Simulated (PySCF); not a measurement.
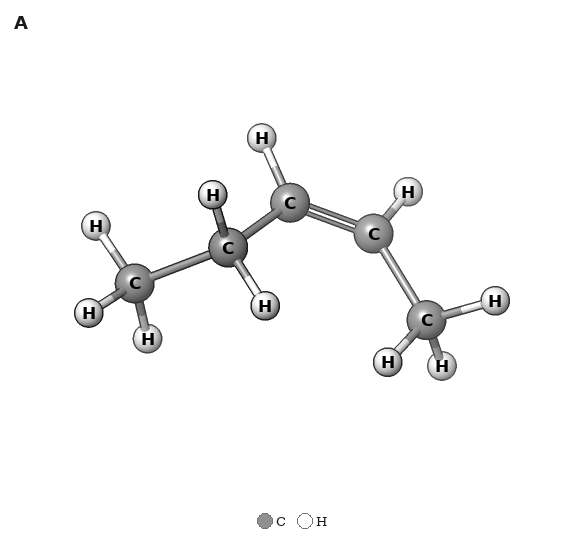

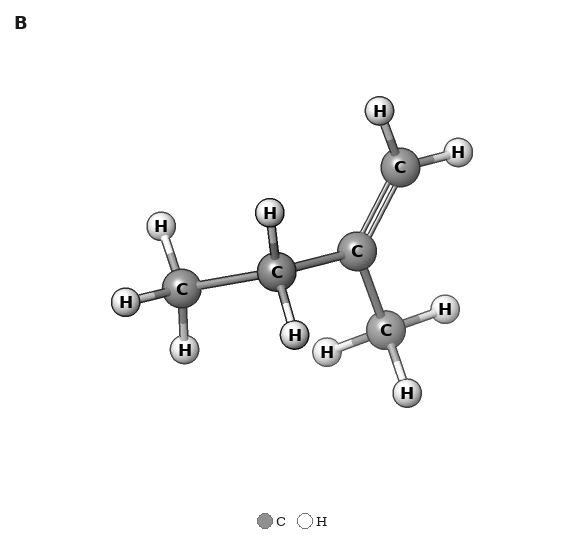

Depth is shown by fading: the farther an atom, the more it takes the colour of the background. Computed geometry: PBE0-D3(BJ)/def2-TZVP optimisation. No frequency run is at hand to confirm it as a minimum.

Q: Are A and B the same structure? If not, how do they differ?

A: No. They are constitutional isomers of C5H10: A is C/C=C\CC, B is C=C(C)CC
